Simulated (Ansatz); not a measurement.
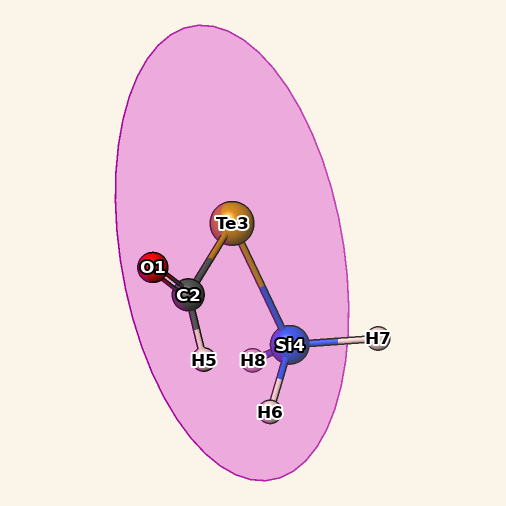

A disc through the centre of mass is drawn in. Atoms fade into the background with distance from the viewer. The geometry was computed by an optimisation with PBE-D4/def2-SVP. No frequency run is at hand to confirm it as a minimum.

> Is the plane of the disc a mirror plane of the structure?

Yes. The reflection leaves O1, C2, Te3, Si4, H5, H6 in place and moves H7 ↔ H8. The point group is Cs.
